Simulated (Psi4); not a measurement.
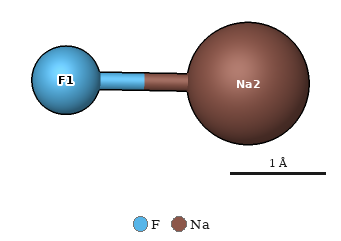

**Figure 1.** The structure as given in the input (ball-and-stick view, seen at an oblique angle; atoms are numbered from 1 in the order of the input). Sticks mark near contacts. Bond lengths as drawn: F–Na 1.92 Å.

**Geometry relaxation, with input and output: NaF (part 1 of 3)**

The run: geometry relaxation of NaF, SMILES [F][Na]. Method and program: M06-2X/6-31G*, RKS (Psi4 1.11).

The geometry comes from this level: PBE0-D4/def2-TZVP.

### Log
```
Psi4 1.11 release

gradient() will perform analytic gradient computation.

   => Loading Basis Set <=

    Name: 6-31G*
    Role: ORBITAL
    Keyword: BASIS

         ---------------------------------------------------------
                                   SCF
                              RKS Reference
                        1 Threads,   1525 MiB Core
         ---------------------------------------------------------

  ==> Geometry <==

    Molecular point group: c2v
    Full point group: C_inf_v

    Geometry (in Angstrom), charge = 0, multiplicity = 1:

       Center              X                  Y                   Z               Mass
    ------------   -----------------  -----------------  -----------------  -----------------
         F           -0.000000000000     0.000000000000    -1.052443233637    18.998403162730
         NA           0.000000000000     0.000000000000     0.869723424070    22.989769282000

  Running in c2v symmetry.

  Rotational constants: A = ************  B =      0.43862  C =      0.43862 [cm^-1]
  Rotational constants: A = ************  B =  13149.53453  C =  13149.53453 [MHz]
  Nuclear repulsion =   27.254943605581587

  Charge       = 0
  Multiplicity = 1
  Electrons    = 20
  Nalpha       = 10
  Nbeta        = 10

  ==> Algorithm <==

  SCF Algorithm Type is DF.
  DIIS enabled.
  MOM disabled.
  Fractional occupation disabled.
  Guess Type is SAD.
  Energy threshold   = 1.00e-08
  Density threshold  = 1.00e-08
  Integral threshold = 1.00e-12

  ==> Primary Basis <==

  Basis Set: 6-31G*
    Blend: 6-31G*
    Number of shells: 14
    Number of basis functions: 34
    Number of Cartesian functions: 34
    Spherical Harmonics?: false
    Max angular momentum: 2

  ==> DFT Potential <==

   => LibXC <=

    Version 7.1.2

   => Composite Functional: M06-2X <=

    Deriv               =              1
    GGA                 =           TRUE
    Meta                =           TRUE

    Exchange Hybrid     =           TRUE
    MP2 Hybrid          =          FALSE

   => Exchange Functionals <=

    1.0000   XC_HYB_MGGA_X_M06_2X

   => Exact (HF) Exchange <=

    0.5400               HF

   => Correlation Functionals <=

    1.0000   XC_MGGA_C_M06_2X

   => LibXC Density Thresholds  <==

    XC_MGGA_C_M06_2X:  1.00E-12
    XC_HYB_MGGA_X_M06_2X:  1.00E-15

   => Molecular Quadrature <=

    Radial Scheme          =       TREUTLER
    Pruning Scheme         =           NONE
    Nuclear Scheme         =       TREUTLER

    Blocking Scheme        =         OCTREE
    BS radius alpha        =              1
    Pruning alpha          =              1
    Radial Points          =             75
    Spherical Points       =            302
    Total Points           =          43455
    Total Blocks           =            413
    Max Points             =            256
    Max Functions          =             34
    Weights Tolerance      =       1.00E-15

   => Loading Basis Set <=

    Name: (6-31G* AUX)
    Role: JKFIT
    Keyword: DF_BASIS_SCF

  ==> Integral Setup <==

  DFHelper Memory: AOs need 0.003 GiB; user supplied 1.021 GiB.
  SCF_SUBTYPE=INCORE selected. In-core MEM_DF algorithm will be used.
  Using in-core AOs.

  ==> MemDFJK: Density-Fitted J/K Matrices <==

    J tasked:                   Yes
    K tasked:                   Yes
    wK tasked:                   No
    Memory [MiB]:              1045
    Algorithm:                 Core
    Schwarz Cutoff:           1E-12
    Mask sparsity (%):       0.1730
    Fitting Condition:        1E-10

   => Auxiliary Basis Set <=

  Basis Set: (6-31G* AUX)
    Blend: CC-PVDZ-JKFIT + DEF2-UNIVERSAL-JKFIT
    Number of shells: 58
    Number of basis functions: 218
    Number of Cartesian functions: 218
    Spherical Harmonics?: false
    Max angular momentum: 4

  Cached 100.0% of DFT collocation blocks in 0.096 [GiB].

  Minimum eigenvalue in the overlap matrix is 8.5340265345E-03.
  Reciprocal condition number of the overlap matrix is 1.9405050445E-03.
    Using symmetric orthogonalization.

  ==> Pre-Iterations <==

  SCF Guess: Superposition of Atomic Densities via on-the-fly atomic UHF (no occupation information).

   -------------------------
    Irrep   Nso     Nmo
   -------------------------
     A1        18      18
     A2         2       2
     B1         7       7
     B2         7       7
   -------------------------
    Total      34      34
   -------------------------

  ==> Iterations <==

                           Total Energy        Delta E     RMS |[F,P]|

   @DF-RKS iter SAD:  -261.51851701964148   -2.61519e+02   0.00000e+00
   @DF-RKS iter   1:  -261.95593546364614   -4.37418e-01   2.75856e-02 DIIS/ADIIS
   @DF-RKS iter   2:  -260.94671514308209    1.00922e+00   8.06149e-02 DIIS/ADIIS
   @DF-RKS iter   3:  -262.05064653471823   -1.10393e+00   1.47462e-02 DIIS/ADIIS
   @DF-RKS iter   4:  -262.07858059592309   -2.79341e-02   2.41989e-04 DIIS/ADIIS
   @DF-RKS iter   5:  -262.07859406507373   -1.34692e-05   3.89768e-05 DIIS
   @DF-RKS iter   6:  -262.07859467447003   -6.09396e-07   7.43224e-06 DIIS
   @DF-RKS iter   7:  -262.07859468516273   -1.06927e-08   1.03836e-06 DIIS
   @DF-RKS iter   8:  -262.07859468560980   -4.47073e-10   1.82692e-07 DIIS
   @DF-RKS iter   9:  -262.07859468562657   -1.67688e-11   2.13760e-08 DIIS
   @DF-RKS iter  10:  -262.07859468562674   -1.70530e-13   3.24450e-09 DIIS
  Energy and wave function converged.

  ==> Post-Iterations <==

   Electrons on quadrature grid:
      Ntotal   =   19.9999508966 ; deviation = -4.910e-05

    Orbital Energies [Eh]
    ---------------------

    Doubly Occupied:

       1A1   -39.148914     2A1   -25.020299     3A1    -2.413495
       1B2    -1.291448     1B1    -1.291448     4A1    -1.289390
       5A1    -1.051811     6A1    -0.295979     2B2    -0.287037
       2B1    -0.287037

    Virtual:

       7A1    -0.050162     3B1     0.015834     3B2     0.015834
       8A1     0.048808     9A1     0.071585     4B2     0.148173
       4B1     0.148173    10A1     0.213646    11A1     0.383587
       1A2     0.383602     5B2     0.428521     5B1     0.428521
      12A1     0.483757    13A1     0.539744    14A1     1.428781
       6B2     1.544479     6B1     1.544479    15A1     1.847195
      16A1     2.081627     2A2     2.102804    17A1     2.102818
       7B2     2.151596     7B1     2.151596    18A1     4.116982

    Final Occupation by Irrep:
             A1    A2    B1    B2
    DOCC [     6,    0,    2,    2 ]
    NA   [     6,    0,    2,    2 ]
    NB   [     6,    0,    2,    2 ]

  @DF-RKS Final Energy:  -262.07859468562674

   => Energetics <=

    Nuclear Repulsion Energy =             27.2549436055815875
    One-Electron Energy =                -424.0772186595343669
    Two-Electron Energy =                 146.6538482898930624
    DFT Exchange-Correlation Energy =     -11.9101679215669733
    Empirical Dispersion Energy =           0.0000000000000000
    VV10 Nonlocal Energy =                  0.0000000000000000
    Total Energy =                       -262.0785946856267401

Computation Completed

Properties will be evaluated at   0.000000,   0.000000,   0.000000 [a0]

Properties computed using the SCF density matrix

 Multipole Moments:

 ------------------------------------------------------------------------------------
     Multipole            Electronic (a.u.)      Nuclear  (a.u.)        Total (a.u.)
 ------------------------------------------------------------------------------------

 L = 1.  Multiply by 2.5417464519 to convert [e a0] to [Debye]
 Dipole X            :          0.0000000            0.0000000            0.0000000
 Dipole Y            :          0.0000000           -0.0000000           -0.0000000
 Dipole Z            :          2.7738018            0.1794646            2.9532664
 Magnitude           :                                                    2.9532664

 ------------------------------------------------------------------------------------

	total time  =          1 seconds =       0.02 minutes

         ------------------------------------------------------------
                                   SCF GRAD
         ------------------------------------------------------------

  ==> Geometry <==

    Molecular point group: c2v
    Full point group: C_inf_v

    Geometry (in Angstrom), charge = 0, multiplicity = 1:

       Center              X                  Y                   Z               Mass
    ------------   -----------------  -----------------  -----------------  -----------------
         F            0.000000000000     0.000000000000    -1.052443233637    18.998403162730
         NA           0.000000000000    -0.000000000000     0.869723424070    22.989769282000

  Nuclear repulsion =   27.254943605581587

  ==> Basis Set <==

  Basis Set: 6-31G*
    Blend: 6-31G*
    Number of shells: 14
    Number of basis functions: 34
    Number of Cartesian functions: 34
    Spherical Harmonics?: false
    Max angular momentum: 2

  ==> DFJKGrad: Density-Fitted SCF Gradients <==

    Gradient:                    1
    J tasked:                  Yes
    K tasked:                  Yes
    wK tasked:                  No
    Integrals threads:           1
    Memory [MiB]:             1144
    Schwarz Cutoff:          1E-12
    Fitting Condition:       1E-10

   => Auxiliary Basis Set <=

  Basis Set: (6-31G* AUX)
    Blend: CC-PVDZ-JKFIT + DEF2-UNIVERSAL-JKFIT
    Number of shells: 58
    Number of basis functions: 218
    Number of Cartesian functions: 218
    Spherical Harmonics?: false
    Max angular momentum: 4

   => Molecular Quadrature <=

    Radial Scheme          =       TREUTLER
    Pruning Scheme         =           NONE
    Nuclear Scheme         =       TREUTLER

    Blocking Scheme        =         OCTREE
    BS radius alpha        =              1
    Pruning alpha          =              1
    Radial Points          =             75
    Spherical Points       =            302
    Total Points           =          43455
    Total Blocks           =            413
    Max Points             =            256
    Max Functions          =             34
    Weights Tolerance      =       1.00E-15

  -Total Gradient:
     Atom            X                  Y                   Z
    ------   -----------------  -----------------  -----------------
       1        0.000000000000     0.000000000000    -0.009836025015
       2       -0.000000000000     0.000000000000     0.010923059703

	total time  =          0 seconds =       0.00 minutes

    			-----------------------------------------

    			 OPTKING 3.0: for geometry optimizations

    			        with contributions from

    			-----------------------------------------

	                            ===> Fragment 1 <==

	 Z (Atomic Numbers)          Masses                          Geom
	       9.000000            18.998403          0.00000000  0.00000000 -1.98882947
	      11.000000            22.989769          0.00000000 -0.00000000  1.64353908

	 - Coordinate -           - BOHR/RAD -       - ANG/DEG -
	 R(1,2)           =         3.632369           1.922167

	        --- Internal Coordinate Step in ANG or DEG, aJ/ANG or AJ/DEG ---
	-------------------------------------------------------------------------------
	           Coordinate      Previous         Force          Change          New
	           ----------      --------        ------          ------        ------
	               R(1,2)       1.92217       -0.08551       -0.02968       1.89249
	-------------------------------------------------------------------------------

	                                 ==> Convergence Check <==

	Measures of convergence in internal coordinates in au.

	Criteria marked as inactive (o), active & met (*), and active & unmet ( ).

	----------------------------------------------------------------------------------------------~
	   Step    Total Energy     Delta E     Max Force     RMS Force      Max Disp      RMS Disp   ~
	----------------------------------------------------------------------------------------------~
	  Convergence Criteria     1.00e-06 *    3.00e-04 *             o    1.20e-03 *             o~
	----------------------------------------------------------------------------------------------~
	     1    -262.07859469   -2.62e+02      1.04e-02      1.04e-02 o    5.61e-02      5.61e-02 o  ~
	----------------------------------------------------------------------------------------------

Next Geometry in Ang
	Fragment 1 (Ang)

	    F   0.0000000000   0.0000000000  -1.0376041529
	   Na   0.0000000000  -0.0000000000   0.8548843433

    Structure for next step:
    Molecular point group: c2v
    Full point group: C_inf_v

    Geometry (in Angstrom), charge = 0, multiplicity = 1:

    F            0.000000000000     0.000000000000    -1.036193560295
    NA          -0.000000000000     0.000000000000     0.856294935875

gradient() will perform analytic gradient computation.

  ==> Geometry <==

    Molecular point group: c2v
    Full point group: C_inf_v

    Geometry (in Angstrom), charge = 0, multiplicity = 1:
```
